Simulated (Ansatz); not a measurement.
**Pressure series in AlWB**

Base system: AlWB (space group Cmcm, No. 63; a = 3.1940 Å, b = 13.9143 Å, c = 3.1006 Å).

Cell and atoms are relaxed at each pressure.

Computed with Ansatz (a first-principles code), PBEsol, PAW, cutoff 420 eV, without spin-orbit coupling.

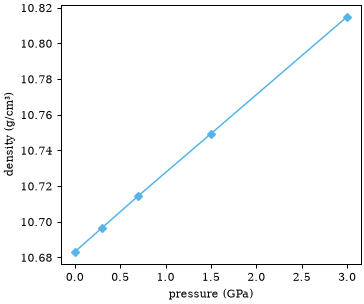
*Density against pressure*

| pressure (GPa) | density |
|---|---|
| 0.3 | 10.70 g/cm³ |
| 0.7 | 10.71 g/cm³ |
| 1.5 | 10.75 g/cm³ |
| 3 | 10.81 g/cm³ |

Load acts through the strain it causes; cell and atoms are relaxed under it. No phonon test of stability was made. All final runs are without spin polarisation.
